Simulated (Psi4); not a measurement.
**[CF3]+ (SMILES F[C+](F)F): CAM-B3LYP/6-31+G(d,p) (spherical functions, sweep point 5)**

We compute the polarisability of [CF3]+. 

Program for the calculation: Psi4 1.11.

7 further runs of the same task are left out: 7 set aside as unsound or not needed.

## 1. The molecule

[CF3]+: 4 atoms, total charge +1, spin state singlet. As SMILES, `F[C+](F)F`. The shape is that of a PBE0-D4/def2-TZVP optimisation.

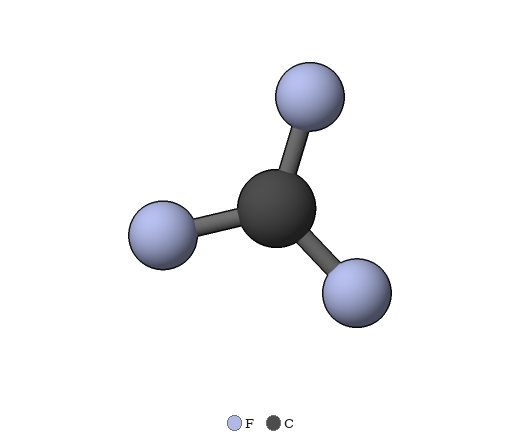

The structure, seen from a chosen angle (fluorine light blue, carbon dark grey).

## 2. The polarisability at CAM-B3LYP/6-31+G(d,p) (spherical functions, sweep point 5)

Contents of calc.in:

```
memory 1.6 GB

molecule geom {
  1 1
  F      0.698600    -0.114600     1.005400
  C      0.000000     0.000000     0.000000
  F     -0.609500    -0.973400    -0.439400
  F     -0.089000     1.088000    -0.566000
  symmetry c1
}

set {
  basis                6-31+G**
  reference            rks
  puream               true
  scf_type             pk
  dft_radial_points    99
  dft_spherical_points 590
}

E, wfn = properties("cam-b3lyp", properties=['dipole_polarizabilities'], return_wfn=True)
print_variables()
```

The run is started by

```bash
$ psi4 -i calc.in -o calc.out -n 1
```

calc.out:

```text
[...]
  Running in c1 symmetry.
[...]
  Nuclear repulsion =  130.092792016670501
[...]
  Multiplicity = 1
[...]
  Nalpha       = 16
  Nbeta        = 16
[...]
    Number of basis functions: 72
[...]
   @RKS iter   1:  -337.06241965449732    5.15510e-01   6.68366e-03 ADIIS/DIIS
[...]
   @RKS iter   6:  -337.14756467865021   -1.24889e-07   9.52978e-07 DIIS
[...]
    Orbital Energies [Eh]
    ---------------------
    Doubly Occupied:
       1A    -25.216430     2A    -25.216426     3A    -25.216368
       4A    -10.948448     5A     -1.836015     6A     -1.743083
       7A     -1.743078     8A     -1.138643     9A     -1.072904
      10A     -1.072900    11A     -1.039157    12A     -0.916828
      13A     -0.916819    14A     -0.899618    15A     -0.899616
      16A     -0.862004
[...]
  @RKS Final Energy:  -337.14756467865021
   => Energetics <=
    Nuclear Repulsion Energy =            130.0927920166705007
    One-Electron Energy =                -714.3519805599291885
    Two-Electron Energy =                 274.2070566653961237
    DFT Exchange-Correlation Energy =     -27.0954328007876235
    Empirical Dispersion Energy =           0.0000000000000000
    VV10 Nonlocal Energy =                  0.0000000000000000
    Total Energy =                       -337.1475646786502125
[...]
 Multipole Moments:
 ------------------------------------------------------------------------------------
     Multipole            Electronic (a.u.)      Nuclear  (a.u.)        Total (a.u.)
 ------------------------------------------------------------------------------------
 L = 1.  Multiply by 2.5417464519 to convert [e a0] to [Debye]
 Dipole X            :         -0.0000284           -0.0000164           -0.0000448
 Dipole Y            :          0.0000174            0.0000000            0.0000174
 Dipole Z            :          0.0000051            0.0000000            0.0000051
 Magnitude           :                                                    0.0000483
[...]
```

Wall time 29 s (1 thread of Intel Xeon Platinum 8259CL at 2.50GHz (Skylake/Cascade Lake), shared host); peak memory 0.74 GiB.

## 3. Summary of results

Level: CAM-B3LYP/6-31+G** (spherical functions, sweep point 5).

| quantity | value |
| --- | --- |
| total energy | -337.14756 Eh |
| HOMO energy | -23.46 eV |
| LUMO energy | -9.31 eV |
| HOMO–LUMO gap | 14.15 eV |
| mean static polarisability | 12.2 bohr³ |
